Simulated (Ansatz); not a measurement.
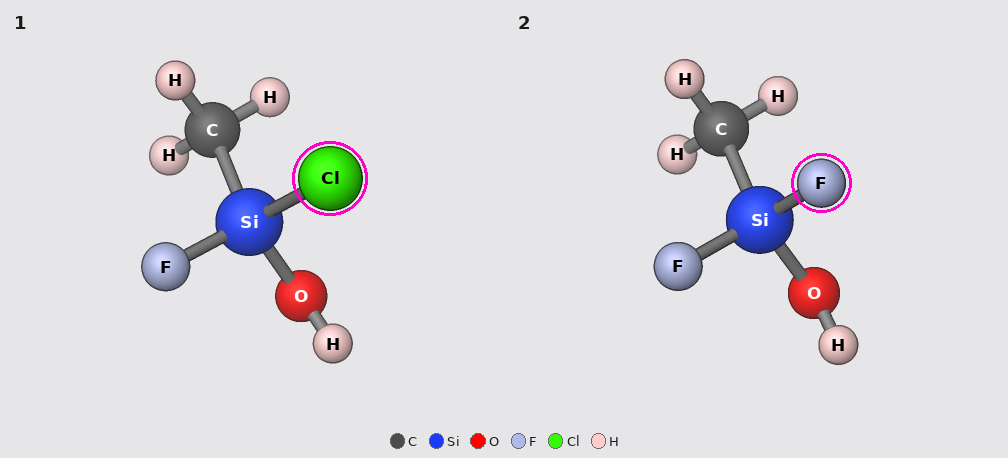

2 molecules with one skeleton, seen from the same side and at one scale; the atom that differs is circled. Each species is neutral and a spin singlet. Computed geometries: PBE0-D4/def2-TZVP optimisations, one conformation each. Properties computed with Ansatz 0.2.0.

One atom differs, called X below: Cl in panel 1, F in panel 2. Their formulas are CH4ClFOSi (`C[Si@](O)(F)Cl`), CH4F2OSi (`C[Si](O)(F)F`).

In which is the HOMO energy (Kohn–Sham orbital) higher (revPBE-D4/def2-TZVPP)?

In panel 1 (X = Cl).

In which is the dipole moment larger (r2SCAN-D4/def2-TZVPP)?

In panel 1 (X = Cl).

Give the values. With PBE0-D4/def2-TZVP: length of X–Si (Å), angle C–Si–X (°). With revPBE-D4/def2-TZVPP: HOMO energy (Kohn–Sham orbital) (eV), HOMO–LUMO gap (eV). With r2SCAN-D4/def2-TZVPP: dipole moment (D).

| quantity | 1 (Cl) | 2 (F) | 2 − 1 |
| --- | --- | --- | --- |
| length of X–Si (Å) | 2.049 | 1.590 | −0.459 |
| angle C–Si–X (°) | 112.0 | 111.2 | −0.8 |
| HOMO energy (Kohn–Sham orbital) (eV) | −7.68 | −8.10 | −0.42 |
| HOMO–LUMO gap (eV) | 7.55 | 7.97 | +0.42 |
| dipole moment (D) | 1.13 | 1.08 | −0.05 |
